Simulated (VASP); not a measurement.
Band structure of CdO (rock salt). Method: AM05 GGA, VASP's PBE PAW potentials (set 64) (plane waves; VASP 6.6.1).

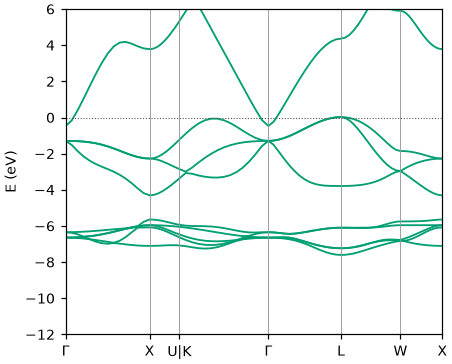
Bands along high-symmetry lines, zero at the valence-band maximum or, without a gap, the Fermi level

### Question
Read the plot: is there a gap, and where are the band edges?

### Answer
It has no gap at this level: it comes out as a metal or semimetal. (Edges off the drawn lines would not show.)

The compound is CdO in the rock salt structure. It was relaxed first.
